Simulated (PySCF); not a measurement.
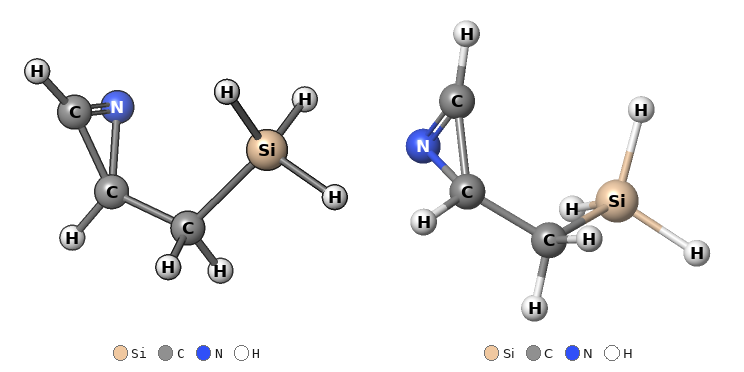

Two views of one molecule.

Computed geometry: PBE0-D3(BJ)/def2-SVP optimisation. No frequency run is at hand to confirm it as a minimum.

Question: Give the formula.

Answer: C3H7NSi, 12 atoms: 3 carbon, 7 hydrogen, 1 nitrogen and 1 silicon.

Question: Name functional groups in it.

Answer: Among them: imine, Si–H bond.

Question: Describe its rings.

Answer: Independent rings (smallest set): 1 of 3 members.

Question: Count the bonded pairs by element.

Answer: 4 C–H, 3 Si–H, 2 C–C, 2 C–N, 1 C–Si.

Question: Write the SMILES.

Answer: [SiH3]C[C@H]1C=N1

The parts below concern this one geometry. Atoms keep their numbers from picture to picture.

Geometry

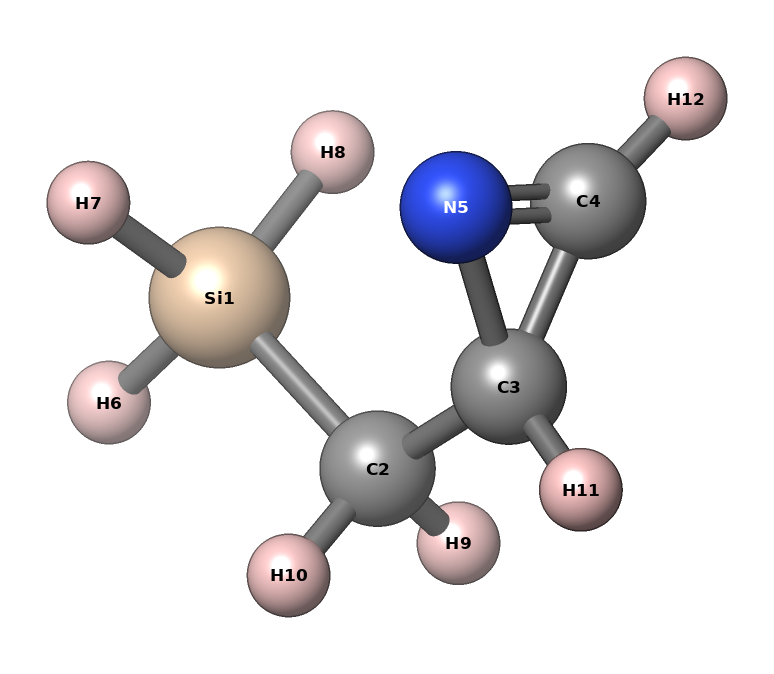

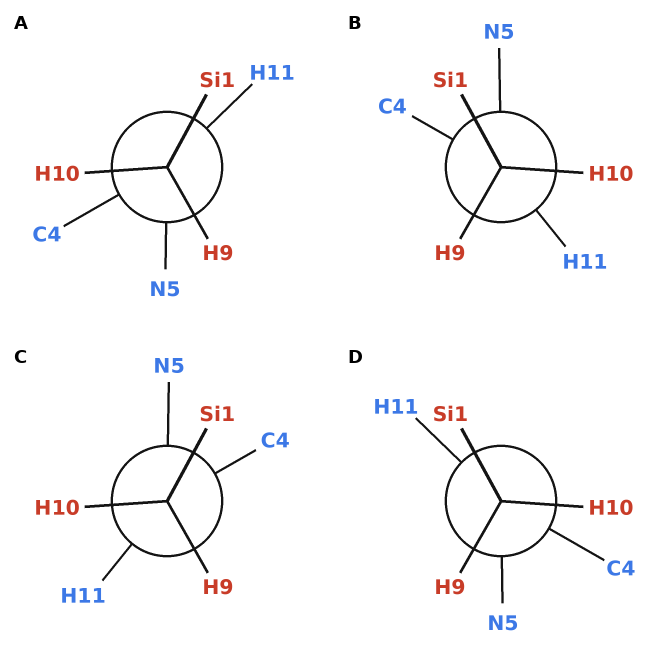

Distant atoms are faded towards the background colour. Bonds that would overlap in a projection are set slightly apart. No frequency run is at hand to confirm it as a minimum.

Question: Which Newman projection shows the view along C2–C3, with C2 in front?

Answer: B. The torsion angle Si1–C2–C3–N5 is 28°, synperiplanar.

Electronic properties

No frequency run is at hand to confirm it as a minimum. Properties computed with BLYP/pcSseg-2, gas phase (PySCF 2.14.0).

Question: Give the LUMO energy (Kohn–Sham orbital) at this level.

Answer: −1.80 eV.

Question: What is the HOMO energy (Kohn–Sham orbital)?

Answer: −6.33 eV.

Question: What is the dipole moment?

Answer: 2.19 D.

NMR shielding

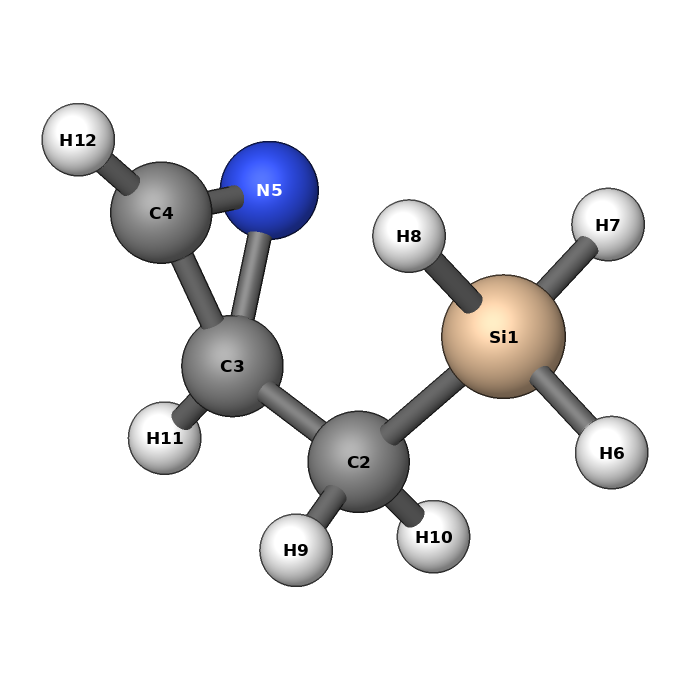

No frequency run is at hand to confirm it as a minimum. Level of theory: GIAO B97-D/pcSseg-2 NMR shielding, non-relativistic, gas phase (PySCF 2.14.0). Principal shieldings σ11 ≤ σ22 ≤ σ33, span Ω = σ33 − σ11, skew κ = 3(σiso − σ22)/Ω.

Give the shielding tensors of the Si atoms.

```
atom    σ11    σ22    σ33   σiso     Ω     κ
 Si1  383.6  392.4  440.9  405.7  57.3  0.69
```

Shieldings and span in ppm.

Ring current

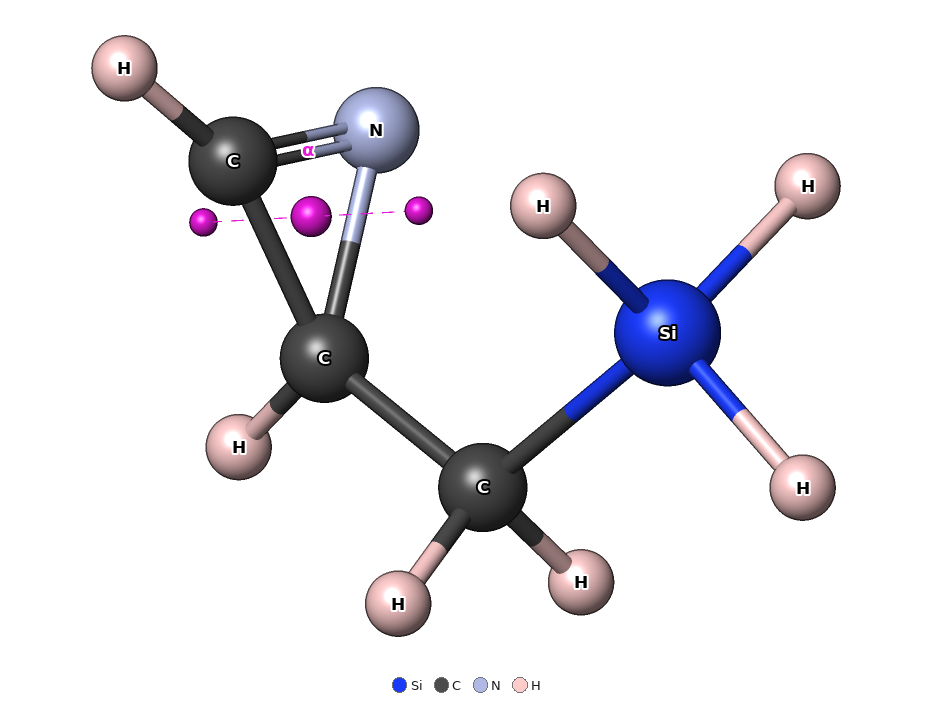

The small points mark where nucleus-independent chemical shifts (NICS) were computed: at the centre of each lettered ring and 1 Å above and below it. No frequency run is at hand to confirm it as a minimum. Level of theory: GIAO KT2/pcSseg-2 NMR shielding, non-relativistic, gas phase (PySCF 2.14.0).

Give NICS(0), NICS(1) and the out-of-plane component NICS(1)zz for each ring (means of the two sides).

| ring | members | NICS(0) | NICS(1) | NICS(1)zz |
| --- | --- | --- | --- | --- |
| α | C2N | −28.2 | −8.2 | −19.7 |

Values in ppm.
